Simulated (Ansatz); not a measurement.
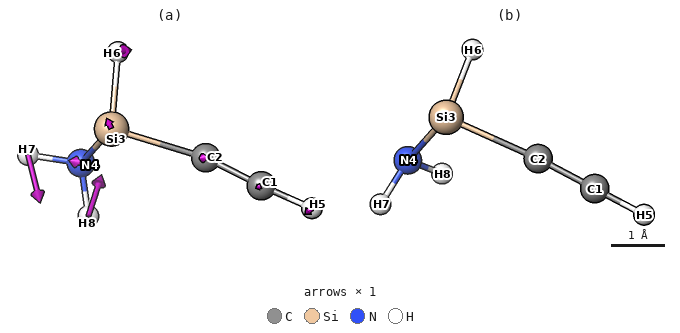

The structure of C2H4NSi (charge −1) before (left) and after (right) a relaxation, at one scale. The purple arrows give the displacements, at their true length.

The picture is a ball-and-stick view, seen at a tilt.

Computed with Ansatz 0.2.0, RKS PBE0-D4/def2-TZVPD. Settings: force threshold 0.005 eV/Å; at most 200 steps.

Q: Describe what moved and what it gained.

A: The atom that moves furthest after the best rigid fit is H7 (1.09 Å). Largest moves by element: H 1.09 Å, N 0.30 Å, Si 0.24 Å, C 0.20 Å. Among the contacts that change: C2–Si3 1.863 → 1.906 Å, Si3–H6 1.515 → 1.534 Å, Si3–N4 1.824 → 1.812 Å, C1–C2 1.210 → 1.220 Å. Bond angles that change, for instance: C1–C2–Si3 161.7° → 173.6°, C2–Si3–H6 101.2° → 93.6°, Si3–N4–H8 110.5° → 116.1°. Groups turn about Si3–N4 by about 90°. The energy falls by 0.274 eV in 12 geometry steps. Largest force component: 0.77 eV/Å at the start, 0.001 eV/Å at the end. The run took 28 s on 2 threads of AMD EPYC 9B45, on a shared host.
